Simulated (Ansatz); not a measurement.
NbSbO (space group P4/nmm, No. 129): the geometry relaxed with DFT PBE, scalar-relativistic, plane waves, PAW in Ansatz 0.2.0; the starting structure was generated, so it need not be a known form of this composition.

```cif
data_structure
_symmetry_space_group_name_H-M 'P 1'
_symmetry_Int_Tables_number 1
_cell_length_a 4.1263
_cell_length_b 4.1263
_cell_length_c 6.5745
_cell_angle_alpha 90.000
_cell_angle_beta 90.000
_cell_angle_gamma 90.000
_cell_volume 111.94
loop_
_atom_site_label
_atom_site_type_symbol
_atom_site_fract_x
_atom_site_fract_y
_atom_site_fract_z
_atom_site_occupancy
Nb1 Nb 0.00000 0.00000 0.00000 1
Nb2 Nb 0.50000 0.50000 0.00000 1
Sb1 Sb 0.00000 0.50000 0.64591 1
Sb2 Sb 0.50000 0.00000 0.35409 1
O1 O 0.00000 0.50000 0.07786 1
O2 O 0.50000 0.00000 0.92214 1
```

Bonds are taken as Nb–Nb below 3.3 Å, Nb–O below 2.4 Å and O–Sb below 3.1 Å. Simplification: prune 0- and 1-connected atoms, fold 2-connected ones into links.

Derive the underlying net.

The result is a binodal (4,8)-connected, two-periodic (layers) net: O is a 4-connected node; Nb is an 8-connected node, in the ratio 1:1. Sb drops out. The layers lie parallel to (001).

```csv
node,links,point symbol,coordination sequence
O,4,3⁴·4²,4 16 24 32 40 48
Nb,8,3⁸·4⁸·5⁸·6⁴,8 16 24 32 40 48
```

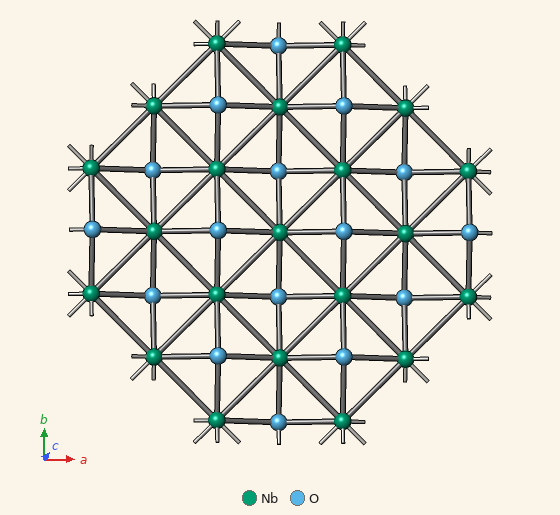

Nodes are coloured by topological kind. One layer is drawn. Edges to nodes outside the piece are drawn as stubs.
